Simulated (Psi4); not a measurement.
# AlNH3S (SMILES [NH2][Al][SH]) at UHF/aug-pcseg-1 (sweep point 2)

What is the energy change on altering one bond length of AlNH3S at UHF/aug-pcseg-1 (sweep point 2)? 

The results are computed with Psi4 1.11.

## 1. The molecule

AlNH3S: 6 atoms, total charge 0, spin state doublet. SMILES: `[NH2][Al][SH]`. The coordinates come from a PBE0-D4/def2-TZVP relaxation. This is one conformer, not always the lowest.

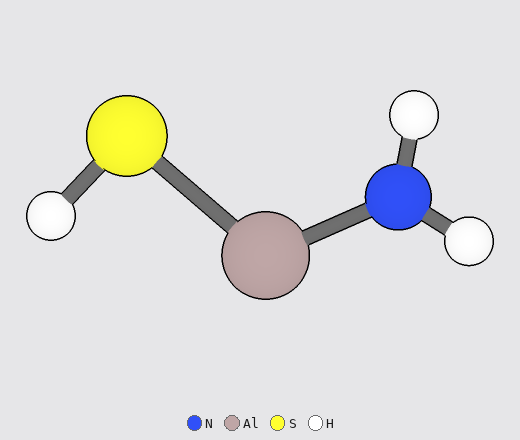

The structure, seen from a chosen angle (nitrogen blue, aluminium light grey, sulfur yellow, hydrogen white).

## 2. The energy at UHF/aug-pcseg-1 (sweep point 2)

input.dat

```
memory 1600 mb

molecule {
  0 2
  N     -0.909500     0.196700    -0.977100
  Al     0.142900    -0.793800     0.045400
  S      1.372100     0.308200     1.511800
  H     -0.980700     1.201900    -0.933300
  H     -1.523300    -0.168400    -1.686700
  H      1.940700    -0.808600     1.993700
  units angstrom
  symmetry c1
}

set reference uhf
set puream true
set scf_type pk
set maxiter 150

E, wfn = energy("scf/aug-pcseg-1", return_wfn=True)
```

Started as:

```
$ psi4 -i input.dat -o output.dat -n 1
```

output.dat:

```text
[...]
  Running in c1 symmetry.
[...]
  Nuclear repulsion =  122.153683006682357
[...]
  Multiplicity = 2
[...]
  Nalpha       = 20
  Nbeta        = 19
[...]
    Number of basis functions: 104
[...]
   @UHF iter   1:  -695.46323532210215   -6.74924e-01   5.63048e-03 ADIIS/DIIS
[...]
   @UHF iter   9:  -695.64379315937924   -9.13934e-08   7.41520e-07 DIIS
[...]
   @S^2 Observed:                7.536113189E-01
[...]
    Orbital Energies [Eh]
    ---------------------
    Alpha Occupied:
       1A    -91.906293     2A    -58.468527     3A    -15.524844
       4A     -8.928090     5A     -6.621383     6A     -6.620502
       7A     -6.617502     8A     -4.907718     9A     -3.231304
      10A     -3.226708    11A     -3.226181    12A     -1.119553
      13A     -0.946994    14A     -0.650971    15A     -0.609522
      16A     -0.533235    17A     -0.462092    18A     -0.413013
      19A     -0.372015    20A     -0.312234
    Alpha Virtual:
      21A      0.025440    22A      0.028520    23A      0.029952
      24A      0.033757    25A      0.059379    26A      0.065715
[...]
  @UHF Final Energy:  -695.64379315937924
   => Energetics <=
    Nuclear Repulsion Energy =            122.1536830066823569
    One-Electron Energy =               -1206.6219851490595829
    Two-Electron Energy =                 388.8245089829980543
    Total Energy =                       -695.6437931593792428
  UHF NO Occupations:
  HONO-2 :   18  A 1.9994106
  HONO-1 :   19  A 1.9989564
[...]
 Multipole Moments:
 ------------------------------------------------------------------------------------
     Multipole            Electronic (a.u.)      Nuclear  (a.u.)        Total (a.u.)
 ------------------------------------------------------------------------------------
 L = 1.  Multiply by 2.5417464519 to convert [e a0] to [Debye]
 Dipole X            :          1.1171095           -1.4863442           -0.3692348
 Dipole Y            :         -1.5954929            1.1701747           -0.4253182
 Dipole Z            :          1.0200430           -1.4718384           -0.4517954
 Magnitude           :                                                    0.7220450
[...]
```

Wall time 3.6 s (1 thread of Intel Xeon Platinum 8488C (Sapphire Rapids), shared host); peak memory 0.42 GiB.

## 3. The distorted shape, same level

job.inp

```
memory 1.6 GB

molecule mol {
  0 2
  N     -1.155335    -0.023695    -1.270374
  Al    -0.102935    -1.014195    -0.247874
  S      1.372100     0.308200     1.511800
  H     -1.226535     0.981505    -1.226574
  H     -1.769135    -0.388795    -1.979974
  H      1.940700    -0.808600     1.993700
  units angstrom
  symmetry c1
}

set basis aug-pcseg-1
set reference uhf
set puream true
set scf_type pk
set maxiter 150

energy_value, wavefunction = energy("scf", return_wfn=True)
print_variables()
```

Started as:

```
$ psi4 -i job.inp -o job.out -n 1
```

job.out:

```text
[...]
  Running in c1 symmetry.
[...]
  Nuclear repulsion =  111.228210388718594
[...]
  Multiplicity = 2
[...]
  Nalpha       = 20
  Nbeta        = 19
[...]
    Number of basis functions: 104
[...]
   @UHF iter   1:  -695.42850089339265   -8.71893e-01   5.65134e-03 DIIS/ADIIS
[...]
   @UHF iter  11:  -695.61897264151492   -9.51769e-08   4.54138e-07 DIIS
[...]
   @S^2 Observed:                7.687403456E-01
[...]
    Orbital Energies [Eh]
    ---------------------
    Alpha Occupied:
       1A    -91.901761     2A    -58.504961     3A    -15.540743
       4A     -8.917460     5A     -6.612914     6A     -6.609632
       7A     -6.606769     8A     -4.937552     9A     -3.260131
      10A     -3.256474    11A     -3.254406    12A     -1.134393
      13A     -0.913261    14A     -0.664285    15A     -0.619876
      16A     -0.507075    17A     -0.430952    18A     -0.422877
      19A     -0.348932    20A     -0.327815
    Alpha Virtual:
      21A      0.021222    22A      0.023282    23A      0.027808
      24A      0.036093    25A      0.056431    26A      0.057934
[...]
  @UHF Final Energy:  -695.61897264151492
   => Energetics <=
    Nuclear Repulsion Energy =            111.2282103887185940
    One-Electron Energy =               -1184.6424129362540043
    Two-Electron Energy =                 377.7952299060203245
    Total Energy =                       -695.6189726415150290
  UHF NO Occupations:
  HONO-2 :   18  A 1.9995726
  HONO-1 :   19  A 1.9915450
[...]
 Multipole Moments:
 ------------------------------------------------------------------------------------
     Multipole            Electronic (a.u.)      Nuclear  (a.u.)        Total (a.u.)
 ------------------------------------------------------------------------------------
 L = 1.  Multiply by 2.5417464519 to convert [e a0] to [Debye]
 Dipole X            :          0.6366519           -1.4530415           -0.8163896
 Dipole Y            :         -1.9636439            1.2000311           -0.7636128
 Dipole Z            :          0.4544158           -1.4321092           -0.9776934
 Magnitude           :                                                    1.4850861
[...]
```

It took 3.9 s on 1 thread of Intel Xeon Platinum 8488C (Sapphire Rapids), shared host; peak memory 0.41 GiB.

## 4. Outcome

At UHF/aug-pcseg-1 (sweep point 2):

```
                                                          quantity          value
                                         first shape: total energy  -695.64379 Eh
                                        first shape: dipole moment         1.84 D
                   first shape: HOMO energy (highest over α and β)       -8.50 eV
                    first shape: LUMO energy (lowest over α and β)        0.23 eV
                                                 first shape: ⟨S²⟩          0.754
                                     distorted shape: total energy  -695.61897 Eh
                                    distorted shape: dipole moment         3.77 D
               distorted shape: HOMO energy (highest over α and β)       -8.92 eV
                distorted shape: LUMO energy (lowest over α and β)       -0.20 eV
                                             distorted shape: ⟨S²⟩          0.769
energy change with the Al2–S3 bond stretched from 2.208 to 2.650 Å       0.675 eV
```

**Reading.** With the Al2–S3 bond stretched from 2.208 to 2.650 Å the energy rises by 0.68 eV (15.6 kcal/mol). The first shape isn't relaxed at this level, so the change isn't measured from a minimum.
